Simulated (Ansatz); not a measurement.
## Electronic structure of F₂H₂O₂Sn (SMILES [OH][Sn]([OH])([F])[F]) in real space

Input file:

```
crystal:
  periodic: [false, false, false]
  atoms:
    - {symbol: O, position_ang: [-1.319620, 0.597139, 1.091255]}
    - {symbol: Sn, position_ang: [-0.031372, -0.060227, -0.174306]}
    - {symbol: O, position_ang: [1.737765, -0.112187, 0.574571]}
    - {symbol: F, position_ang: [-0.443579, -1.810858, -0.783562]}
    - {symbol: F, position_ang: [-0.132575, 1.044089, -1.715758]}
    - {symbol: H, position_ang: [-1.984144, 1.157338, 0.678174]}
    - {symbol: H, position_ang: [2.234725, -0.883295, 0.283926]}
basis:
  gaussian: {orbitals: def2-TZVPP}
hamiltonian: {xc: pbe0, dispersion: d4}
output: {orbitals: {seedname: orbitals}}
```

Command:

```sh
ansatz run in.yaml --threads 4 --pin off --events-out ev --progress --plain --max-ram 10444MiB
```

Geometry: PBE0-D4/def2-TZVP; core potentials replace the inner electrons of Sn.

The calculation used RKS PBE0-D4/def2-TZVPP (Ansatz 0.2.0).

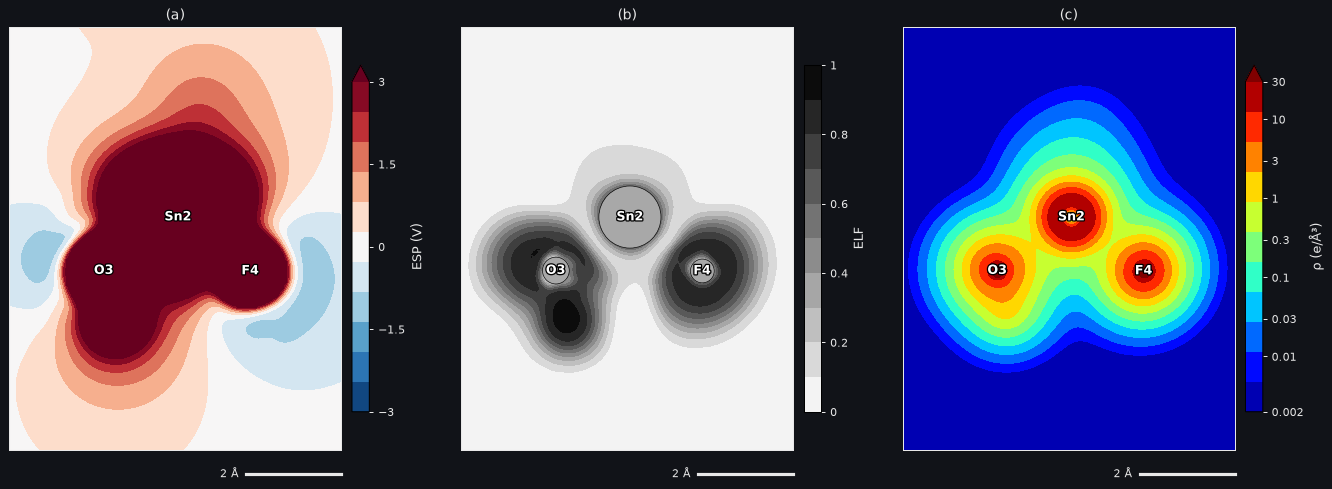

Figure 1. (a) molecular electrostatic potential; (b) ELF; (c) electron density on the plane of atoms O3, Sn2 and F4. Grey discs cover the atomic cores in the ELF map.

**Interpret the plot.**

The section cuts through Sn, O and F sites. Sn–F (1.90 Å): the density is about 0.88 e/Å³ at the midpoint; the ELF peaks at about 0.80 in the valence shell of F, 0.5 Å from its nucleus, and drops to about 0.15 between the two atoms. Sn–O (1.92 Å): ρ at the midpoint is about 0.93 e/Å³; the ELF peaks at about 0.80 in the valence shell of O, 0.6 Å from its nucleus, and drops to about 0.20 between the two atoms. The ELF also peaks beside F4 and O3, away from the bonds: lone-pair regions. Outside the dense part of the molecule the potential is most negative (−1.2 V) near O3.

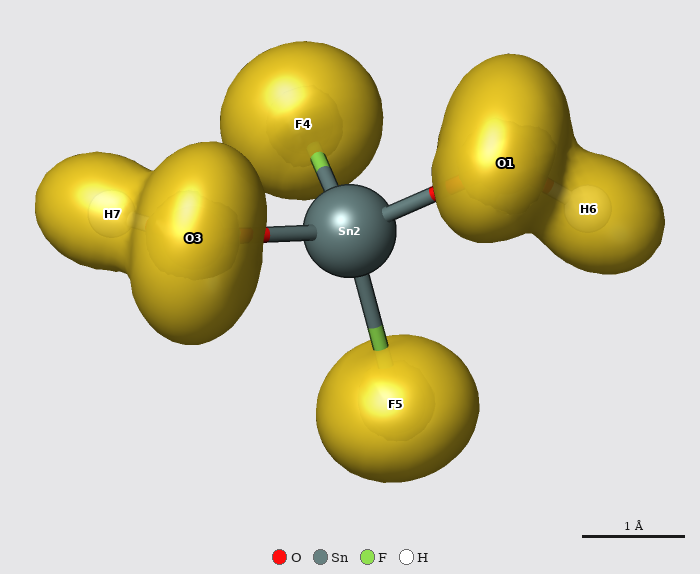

Figure 2. Isosurface of the electron localisation function at 0.75 (yellow), seen from one side. Core shells and regions of very low density are left out.

**Where are the electrons localised?**

At this value the surface marks out two regions wrapped around F (the valence shell of each) and two joined regions spread over several atoms (H, O), in which their bonds and any lone pairs are merged.

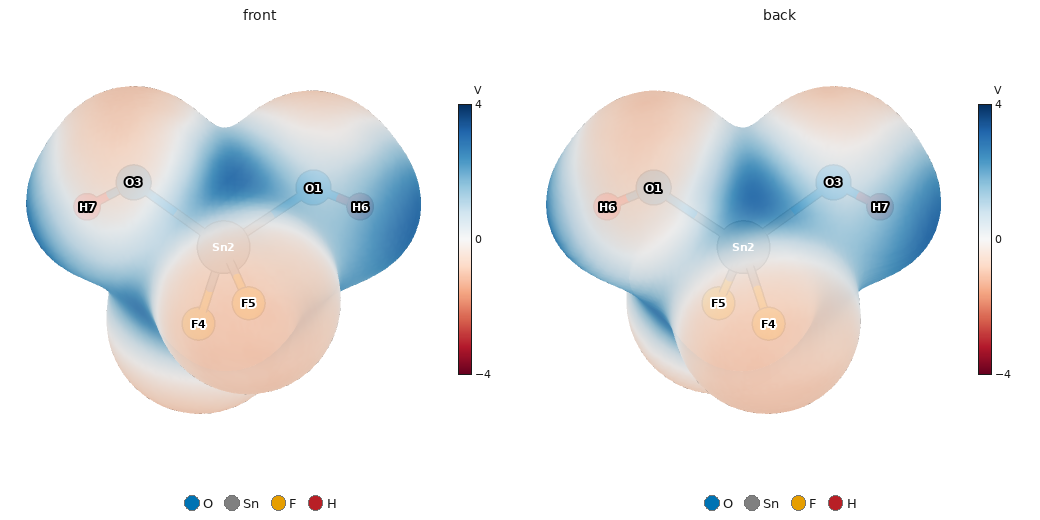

Figure 3. The electrostatic potential painted on the density surface at 0.002 e/bohr³, seen from the front and from behind; the colour scale runs from red (negative) to blue (positive).

**Where is the surface potential most negative and most positive?**

The most negative region (about −1.0 V) lies over O1, F4 and F5, the most positive (about +3.0 V) over Sn2, H6 and H7.

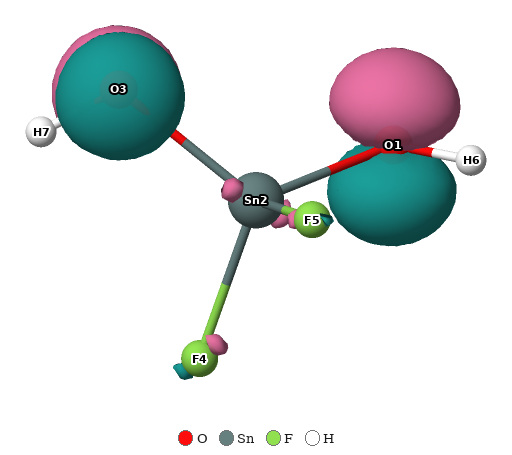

Figure 4. The HOMO at ±0.2 Å⁻³ᐟ² (teal and pink are the two phases), seen at a tilt.

**Where does this orbital lie, and at what energy?**

Its weight (Hirshfeld) is mainly on O1 (about 40 %), O3 (about 40 %) and Sn2 (about 10 %); largely a combination of lone pairs on O1 and O3. Its energy is −10.05 eV.
